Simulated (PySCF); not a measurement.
Vertical excitations of a molecule C4H7FSi from TDA-PBE/def2-SVPD (PySCF), as energy in eV (oscillator strength): 5.17 (0.018), 5.59 (0.026), 5.73 (0.009), 5.99 (0.015), 6.25 (0.008), 6.52 (0.152), 6.91 (0.016), 7.05 (0.118), 7.24 (0.001), 7.27 (0.026). Lowest triplet (TDA): 4.26 eV. Coordinates come from a PBE0-D3(BJ)/def2-SVP optimisation. One conformer was computed; it need not be the lowest.

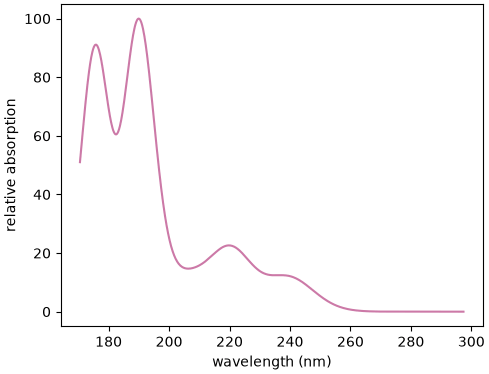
Figure: The lines broadened by 0.4 eV.

Question: Which structure fits?
(A) C=C[SiH](F)C=C
(B) CCC#C[SiH2]F
(C) CC1=C[Si@H](F)C1
(D) CC1=C(F)C[SiH2]1

Answer: A, C=C[SiH](F)C=C
